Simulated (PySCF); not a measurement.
**CH$_{2}$AlF$_{3}$: one change and its effect**

System: CH$_{2}$AlF$_{3}$ (AlH2(CF3)).
Method of run 1: GIAO PBE/pcSseg-1 Al:pcSseg-2 NMR shielding, non-relativistic, gas phase (PySCF 2.14.0).

The geometry comes from this level: PBE0-D3(BJ)/def2-SVP. Text and figures count atoms from 1; the logs count them from 0 in places.

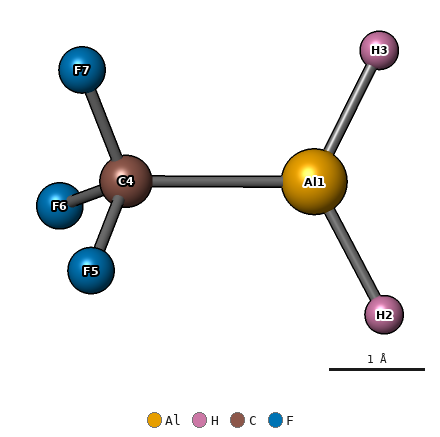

Figure 1. The input geometry (ball-and-stick view, seen at a tilt; atoms are numbered from 1 in the order of the input). Sticks mark near contacts. Bond lengths as drawn: Al–C 2.02 Å, Al–H 1.58 Å and C–F 1.35 Å.

### The input, run 1
```
{"job": {"kind": "nmr", "xc": "PBE", "basis": {"default": "pcSseg-1", "Al": "pcSseg-2"}, "pop": false}, "charge": 0, "multiplicity": 1}
Al     0.561569     1.021998     0.069504
H      2.141701     0.971638     0.106610
H     -0.301747     2.347289     0.043977
C     -0.418651    -0.747747    -0.016517
F      0.196862    -1.738637     0.656272
F     -0.498912    -1.154197    -1.306362
F     -1.680812    -0.700344     0.446526
```

The first line tells a small driver script what to run in PySCF; the rest is the geometry in Å.

Hardware: 1 CPU thread, shared host.

### Output (run 1)
```
coarse grid: 7208 points
cycle   1  E = -580.6118409932  dE =  4.893e-01  |g| = 7.900e-01  |ddm| = 2.284e+00
cycle   2  E = -580.3506162577  dE =  2.612e-01  |g| = 1.541e+00  |ddm| = 1.094e+00
cycle   3  E = -580.7081007118  dE = -3.575e-01  |g| = 8.064e-02  |ddm| = 7.278e-01
cycle   4  E = -580.7093426747  dE = -1.242e-03  |g| = 3.452e-02  |ddm| = 8.755e-02
cycle   5  E = -580.7095365171  dE = -1.938e-04  |g| = 1.424e-02  |ddm| = 3.372e-02
cycle   6  E = -580.7095641791  dE = -2.766e-05  |g| = 5.012e-03  |ddm| = 9.348e-03
cycle   7  E = -580.7095681795  dE = -4.000e-06  |g| = 8.061e-04  |ddm| = 3.716e-03
final grid: 68656 points
cycle   8  E = -580.7709800305  dE = -3.317e-05  |g| = 1.041e-02  |ddm| = 1.589e-02
cycle   9  E = -580.7709296073  dE =  5.042e-05  |g| = 2.036e-02  |ddm| = 1.600e-02
cycle  10  E = -580.7709996179  dE = -7.001e-05  |g| = 7.499e-04  |ddm| = 9.928e-03
cycle  11  E = -580.7709997196  dE = -1.017e-07  |g| = 3.108e-04  |ddm| = 9.301e-04
cycle  12  E = -580.7709997368  dE = -1.729e-08  |g| = 8.448e-05  |ddm| = 2.728e-04
cycle  13  E = -580.7709997377  dE = -8.990e-10  |g| = 2.635e-05  |ddm| = 5.396e-05
converged SCF energy = -580.7709997377

GIAO shielding tensors (ppm)
atom      isotropic    diamagn.    paramagn.     s11        s22        s33       span
  0 Al     290.641     793.532    -502.892    176.396    323.252    372.274    195.878
  1 H       25.839      27.482      -1.643     24.015     24.105     29.398      5.383
  2 H       25.829      27.456      -1.626     23.995     24.098     29.395      5.400
  3 C       38.763     241.954    -203.190     34.649     39.749     41.892      7.243
  4 F      220.247     473.460    -253.213    113.632    228.160    318.949    205.317
  5 F      222.161     474.184    -252.023    106.621    244.991    314.870    208.248
  6 F      220.756     473.363    -252.607    115.539    226.061    320.669    205.129
```

For run 2 the input was changed thus:
```diff
-"xc": "PBE"
+"xc": "B3LYP"
```

How does run 2 compare with run 1?

The total energies belong to different methods, so their difference says nothing on which is more stable or more accurate. The HOMO goes from −7.16 to −8.49 eV. The LUMO goes from −2.93 to −2.44 eV. The dipole moment goes from 1.93 to 2.23 D. Of all shieldings, the largest change is that of F6, by +18.7 ppm. The functional changes from PBE to B3LYP. Exact exchange removes part of the self-interaction error of semilocal functionals, which pushes filled and empty levels apart. The SCF takes 12 iterations against 13.

### Output (run 2)
```
coarse grid: 7208 points
cycle   1  E = -581.1046715986  dE =  4.890e-01  |g| = 8.424e-01  |ddm| = 2.233e+00
cycle   2  E = -580.9473231029  dE =  1.573e-01  |g| = 1.347e+00  |ddm| = 9.824e-01
cycle   3  E = -581.2173620342  dE = -2.700e-01  |g| = 4.419e-02  |ddm| = 5.965e-01
cycle   4  E = -581.2176958755  dE = -3.338e-04  |g| = 1.709e-02  |ddm| = 4.628e-02
cycle   5  E = -581.2177304153  dE = -3.454e-05  |g| = 6.865e-03  |ddm| = 1.295e-02
cycle   6  E = -581.2177365467  dE = -6.131e-06  |g| = 2.240e-03  |ddm| = 4.117e-03
final grid: 68656 points
cycle   7  E = -581.2597797053  dE = -1.579e-05  |g| = 6.751e-03  |ddm| = 9.542e-03
cycle   8  E = -581.2597702617  dE =  9.444e-06  |g| = 1.058e-02  |ddm| = 7.388e-03
cycle   9  E = -581.2597861697  dE = -1.591e-05  |g| = 3.628e-04  |ddm| = 4.508e-03
cycle  10  E = -581.2597861815  dE = -1.181e-08  |g| = 2.113e-04  |ddm| = 2.728e-04
cycle  11  E = -581.2597861875  dE = -5.952e-09  |g| = 4.263e-05  |ddm| = 1.082e-04
cycle  12  E = -581.2597861878  dE = -2.742e-10  |g| = 9.121e-06  |ddm| = 2.790e-05
converged SCF energy = -581.2597861878

GIAO shielding tensors (ppm)
atom      isotropic    diamagn.    paramagn.     s11        s22        s33       span
  0 Al     303.771     792.894    -489.123    193.177    346.980    371.155    177.978
  1 H       26.278      27.645      -1.367     24.298     24.588     29.947      5.649
  2 H       26.268      27.617      -1.349     24.278     24.579     29.947      5.669
  3 C       40.467     240.943    -200.475     34.391     40.938     46.073     11.682
  4 F      238.443     473.978    -235.535    127.043    252.028    336.259    209.216
  5 F      240.850     474.682    -233.833    121.574    265.664    335.312    213.738
  6 F      238.744     473.885    -235.141    128.489    250.312    337.431    208.943
```

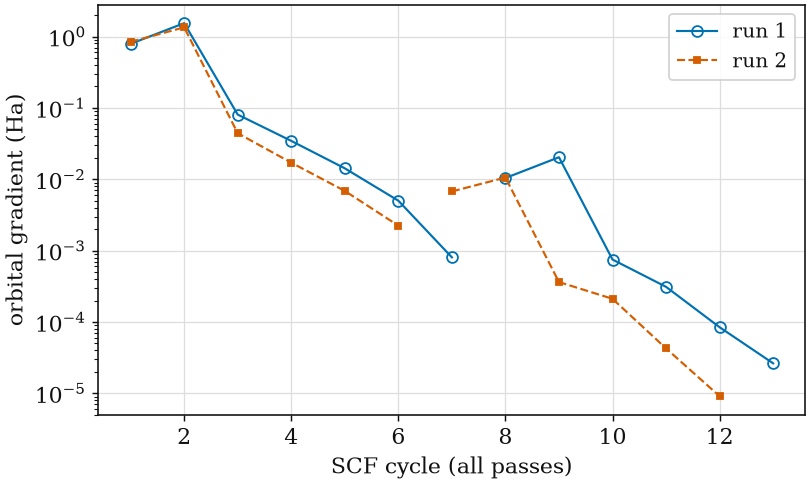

Figure 2. Convergence of the two runs: orbital gradient against the SCF cycle. A break in a curve parts two SCF passes (coarse and final grid). Run 1 takes 13 cycles in all, and run 2 takes 12.

### The two runs side by side

| quantity | run 1 | run 2 |
| --- | --- | --- |
| outcome | converged | converged |
| total energy (hartree) | −580.771000 | −581.259786 |
| HOMO (eV) | −7.16 | −8.49 |
| LUMO (eV) | −2.93 | −2.44 |
| dipole moment (D) | 1.93 | 2.23 |
| shielding of Al1 (ppm) | 290.6 | 303.8 |
| shielding of H2 (ppm) | 25.8 | 26.3 |
| shielding of H3 (ppm) | 25.8 | 26.3 |
| shielding of C4 (ppm) | 38.8 | 40.5 |
| shielding of F5 (ppm) | 220.2 | 238.4 |
| shielding of F6 (ppm) | 222.2 | 240.8 |
| shielding of F7 (ppm) | 220.8 | 238.7 |
| SCF iterations | 13 | 12 |
| basis functions | 121 | 121 |
| wall time (shared host) | 8 s | 5.3 s |
